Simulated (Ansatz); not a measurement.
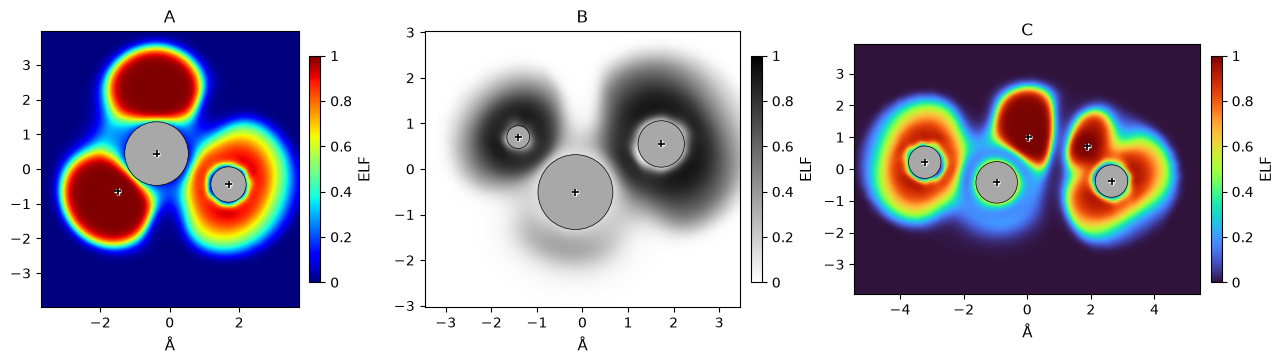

The electron localisation function of 3 systems, each on a plane through atoms (crosses mark nuclei in the plane; grey discs cover the cores).

The calculation used RKS B3LYP-D4/def2-SVP (Ansatz).

System 1: ClGaH$_{2}$···HF, the plane of atoms H3, Ga1 and Cl4. 

```xyz
6

Ga    0.2083    0.1936    0.2396
H     0.1394    1.1233    1.4864
H     1.3220   -0.0833   -0.8124
Cl   -1.8312   -0.4595   -0.4672
F     0.0253   -1.8025    1.1920
H    -0.8374   -1.8597    0.7788
```

System 2: Cl$_{3}$HSn···HCl, the plane of atoms H2, Sn1 and Cl3. Core potentials replace the inner electrons of Sn; not at a stationary point (largest force 1.2 eV/Å).

```xyz
7

Sn    0.1664    0.0000   -0.1287
H     0.0216    0.0000    1.5972
Cl    2.4368    0.0000   -0.7292
Cl   -0.7960    1.9150   -1.0676
Cl   -0.7960   -1.9150   -1.0676
Cl   -2.9260    0.0000    1.7368
H    -1.7118    0.0000    2.2878
```

System 3: ClFGeH$_{2}$, the plane of atoms Cl2, Ge1 and F4. 

```xyz
5

Ge    0.3347   -0.0552    0.0891
Cl    0.6862   -0.0030    2.2184
H     1.6772    0.0456   -0.6449
F    -0.5729    1.3770   -0.3077
H    -0.5555   -1.2583   -0.2442
```

**Which map belongs to which system?**

Panel A is system 1, ClGaH$_{2}$···HF: the plane holds Ga, H and Cl. Ga–Cl (2.26 Å): the ELF peaks at about 0.85 in the valence shell of Cl, 0.9 Å from its nucleus, and is about 0.55 at the midpoint. Panel B is system 3, ClFGeH$_{2}$: the plane holds Ge, Cl and F. Ge–F (1.74 Å): the ELF peaks at about 0.80 in the valence shell of F, 0.5 Å from its nucleus, and is about 0.25 at the midpoint. Panel C is system 2, Cl$_{3}$HSn···HCl: the plane holds Sn, H and Cl. H2···H7 (1.87 Å): the ELF dips to about 0.10 between them.
